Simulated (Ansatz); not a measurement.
# UB3LYP/STO-3G run of [Te2]−

What is the energy change on altering one bond length of [Te2]− at UB3LYP/STO-3G? 

Program for the calculation: Ansatz 0.2.0.

56 further runs of the same task are left out: 51 that didn't finish, 5 set aside as unsound or not needed.

**1. The molecule**

[Te2]−: 2 atoms, total charge -1, spin state doublet. Geometry: a GFN2-xTB relaxation, a rough one for these elements and not checked as a minimum.

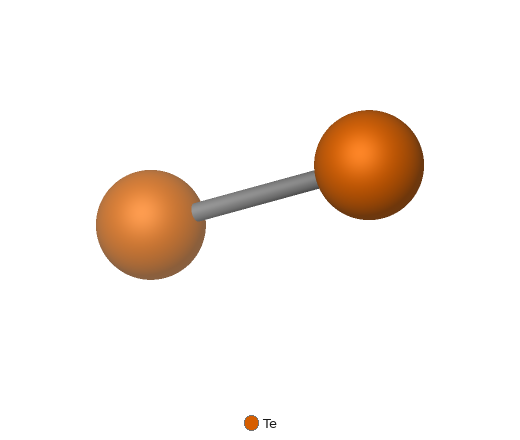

The structure, seen from a chosen angle (tellurium orange).

**2. A single-point energy at UB3LYP/STO-3G**

The input, input.yaml:

```yaml
crystal:
  periodic: [false, false, false]
  atoms:
    - symbol: Te
      position_ang: [1.004330, 0.341480, 0.859060]
    - symbol: Te
      position_ang: [-1.004330, -0.341480, -0.859060]
basis:
  gaussian:
    orbitals: STO-3G
accuracy: high
magnetization:
  spin_polarized: true
  initial_magnetization: 1
total_charge: -1
hamiltonian:
  xc: {name: B3LYP}
```

Started as:

```console
$ ansatz run input.yaml --threads 1 --pin off --max-ram 2610MiB --events-out events.jsonl --progress --plain --runs-dir runs
```

Log:

```text
Warning: RAYON_NUM_THREADS=1 ignored (pool sized by the plan → 1); use --threads N
Functional definition: B3LYP
  name "B3LYP"
  parameter a0 = 0.2
  parameter ax = 0.72
  parameter ac = 0.81
  exchange = (1 - a0 - ax)*slater_x + ax*b88_x + a0*exact_x
  correlation = (1 - ac)*vwn_rpa_c + ac*lyp_c
671 factors; integrals over basis functions are off by at most 5.0e-9 eV
mean field evaluation 1: about -356427.1791 eV, gradient 2.1e0 eV
mean field evaluation 2: about -356427.2544 eV, gradient 3.8e-1 eV
mean field evaluation 4: about -356427.2619 eV, gradient 2.6e-2 eV
mean field evaluation 8: about -356427.2619 eV, gradient 1.8e-4 eV
mean field evaluation 16: about -356427.2619 eV, gradient 2.6e-5 eV
mean field -356427.26193730 eV, -13098.4602811204 hartree, gradient 2.4e-9 eV, S^2 0.750194; 1 other end points of the search recorded, 0 dependent functions left out
reference -356427.26196561 eV, -13098.4602821608 hartree; 53, 52 occupied and 1, 2 virtual orbitals, 671 factors
Total energy: -356427.26196561 eV, -13098.4602821608 hartree
```

Run time: 7.8 s. Hardware: 1 thread of Arm Neoverse V1, shared host; peak memory 0.26 GiB.

**3. The distorted shape**

The input, in.yaml:

```yaml
crystal:
  periodic: [false, false, false]
  atoms:
    - symbol: Te
      position_ang: [1.506464, 0.512209, 1.288563]
    - symbol: Te
      position_ang: [-1.004330, -0.341480, -0.859060]
basis:
  gaussian:
    orbitals: STO-3G
accuracy: high
hamiltonian:
  xc: {name: B3LYP}
magnetization:
  spin_polarized: true
  initial_magnetization: 1
total_charge: -1
```

Started as:

```console
$ ansatz run in.yaml --threads 1 --pin off --max-ram 2610MiB --events-out events.jsonl --progress --plain --runs-dir runs
```

Log, cut to the lines that bear on the results:

```text
Warning: RAYON_NUM_THREADS=1 ignored (pool sized by the plan → 1); use --threads N
[... 7 set-up lines as earlier in the session ...]
643 factors; integrals over basis functions are off by at most 5.3e-9 eV
mean field evaluation 1: about -356425.5466 eV, gradient 1.1e0 eV
mean field evaluation 2: about -356425.5712 eV, gradient 3.2e-1 eV
mean field evaluation 4: about -356425.5664 eV, gradient 3.2e-2 eV
mean field evaluation 8: about -356425.5664 eV, gradient 7.0e-5 eV
mean field evaluation 16: about -356425.5664 eV, gradient 2.4e-8 eV
mean field evaluation 32: about -356425.0117 eV, gradient 3.5e-1 eV
mean field -356425.56640838 eV, -13098.3979715817 hartree, gradient 2.0e-9 eV, S^2 0.750093; 8 other end points of the search recorded, 0 dependent functions left out
reference -356425.56643864 eV, -13098.3979726938 hartree; 53, 52 occupied and 1, 2 virtual orbitals, 643 factors
Total energy: -356425.56643864 eV, -13098.3979726938 hartree
```

Wall time 15 s (1 thread of Arm Neoverse V1, shared host); peak memory 0.26 GiB.

**4. Summary of results**

Level: UB3LYP/STO-3G.

| quantity | value |
| --- | --- |
| first shape: total energy | -13098.46028 Eh |
| first shape: ⟨S²⟩ | 0.750 |
| distorted shape: total energy | -13098.39797 Eh |
| distorted shape: ⟨S²⟩ | 0.750 |
| energy change with the Te1–Te2 bond stretched from 2.730 to 3.412 Å | 1.696 eV |

What this shows: With the Te1–Te2 bond stretched from 2.730 to 3.412 Å the energy rises by 1.70 eV (39 kcal/mol). The first shape isn't relaxed at this level, so the change isn't measured from a minimum. The minimal basis adds a large error of its own. Relativity is left out (first shape) although the molecule holds a heavy atom. Relativity is left out (distorted shape) although the molecule holds a heavy atom.
